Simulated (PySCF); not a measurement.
# C6H11NSi2: what the fields show

```json
{"atom": "C", "x (Å)": "-1.8667", "y (Å)": "-0.7079", "z (Å)": "-0.8342"}
{"atom": "C", "x (Å)": "-1.7581", "y (Å)": "0.2442", "z (Å)": "0.3554"}
{"atom": "C", "x (Å)": "-1.6367", "y (Å)": "1.7054", "z (Å)": "-0.0767"}
{"atom": "Si", "x (Å)": "-0.3243", "y (Å)": "-0.2282", "z (Å)": "1.4801"}
{"atom": "C", "x (Å)": "-0.5662", "y (Å)": "-1.9922", "z (Å)": "2.0334"}
{"atom": "N", "x (Å)": "-0.7646", "y (Å)": "-3.0877", "z (Å)": "2.3586"}
{"atom": "C", "x (Å)": "1.2666", "y (Å)": "-0.1546", "z (Å)": "0.5768"}
{"atom": "C", "x (Å)": "2.3028", "y (Å)": "-0.0806", "z (Å)": "-0.0710"}
{"atom": "Si", "x (Å)": "3.8658", "y (Å)": "0.0185", "z (Å)": "-1.0350"}
{"atom": "H", "x (Å)": "-2.7304", "y (Å)": "-0.4419", "z (Å)": "-1.4649"}
{"atom": "H", "x (Å)": "-0.9663", "y (Å)": "-0.6563", "z (Å)": "-1.4678"}
{"atom": "H", "x (Å)": "-1.9937", "y (Å)": "-1.7545", "z (Å)": "-0.5176"}
{"atom": "H", "x (Å)": "-2.6589", "y (Å)": "0.1318", "z (Å)": "0.9879"}
{"atom": "H", "x (Å)": "-0.7271", "y (Å)": "1.8693", "z (Å)": "-0.6773"}
{"atom": "H", "x (Å)": "-2.4983", "y (Å)": "1.9975", "z (Å)": "-0.6991"}
{"atom": "H", "x (Å)": "-1.5998", "y (Å)": "2.3944", "z (Å)": "0.7817"}
{"atom": "H", "x (Å)": "-0.2507", "y (Å)": "0.6064", "z (Å)": "2.7104"}
{"atom": "H", "x (Å)": "5.0023", "y (Å)": "-0.4052", "z (Å)": "-0.1690"}
{"atom": "H", "x (Å)": "3.7649", "y (Å)": "-0.8803", "z (Å)": "-2.2199"}
{"atom": "H", "x (Å)": "4.0688", "y (Å)": "1.4256", "z (Å)": "-1.4848"}
```

Geometry: PBE0-D3(BJ)/def2-SVP.

Computed with PySCF, PBE0/pcSseg-1, SCF density, gas phase, non-relativistic.

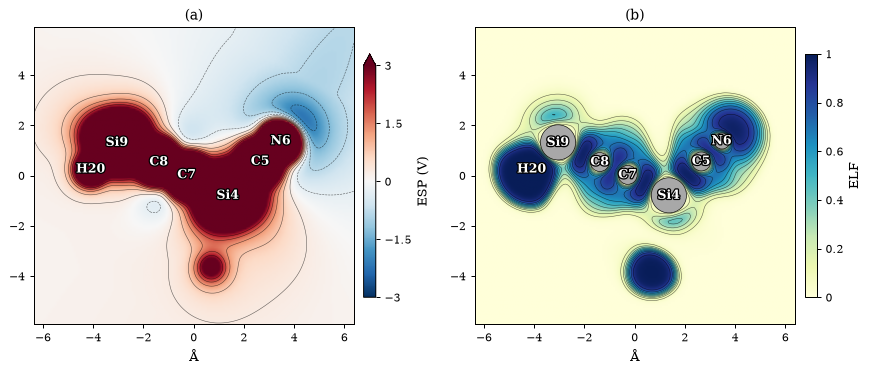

Figure 1. (a) electrostatic potential; (b) electron localisation function on the plane of atoms C5, Si4 and C7. Grey discs cover the atomic cores in the ELF map.

**Describe what can be read from this map.**

- Atoms in the plane: Si, C, N and H.
- C–N (1.16 Å): the ELF peaks at about 0.90 between the atoms (a short, multiple covalent bond).
- C–C (1.22 Å): the ELF peaks at about 0.85 between the atoms; a multiple bond.
- C–Si (1.83 Å): the ELF peaks at about 0.95 between the atoms: localised, covalent bonding.
- C–Si (1.86 Å): the ELF peaks at about 1 between the atoms, as expected for localised, covalent bonding.
- Si–H (1.49 Å): the ELF climbs to about 1 towards the hydrogen, as it does in any bond to H.
- The ELF also peaks beside N6, away from the bonds: lone-pair regions.
- Outside the dense part of the molecule the potential is most negative (−2.2 V) near N6.

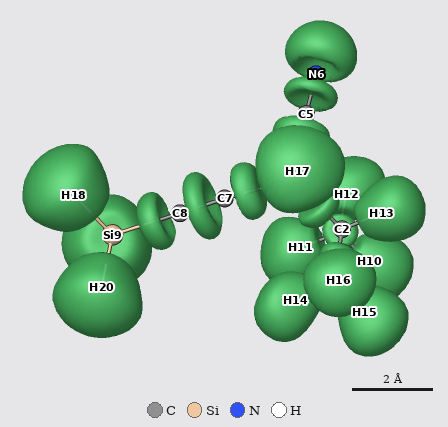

Figure 2. Isosurface of the electron localisation function at 0.8 (green), seen at a tilt. Core shells and regions of very low density are left out.

**What do the ELF domains correspond to?**

At this value the surface marks out three regions between bonded C–C atoms (shared pairs), one region between bonded C–N atoms (shared pairs), four regions between bonded C–Si atoms (shared pairs), eleven regions around hydrogen nuclei and one lobe on N, pointing away from the bonds (lone pairs).

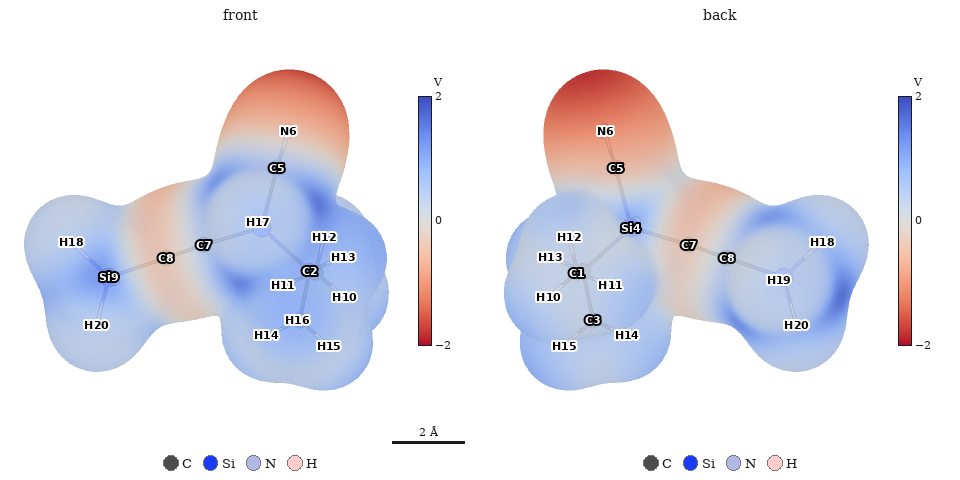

Figure 3. The electrostatic potential painted on the density surface at 0.002 e/bohr³, seen from the front and from behind; red is negative and blue positive.

**Which sites attract a positive test charge, and which a negative one?**

A positive charge is drawn to the negative regions and a negative charge to the positive ones. The most negative region (about −1.8 V) lies over N6, the most positive (about +1.5 V) over Si4 and Si9. N6 is the likeliest acceptor of a hydrogen bond.

**What dipole moment does the calculation give?**

Its dipole moment is 4.10 D.
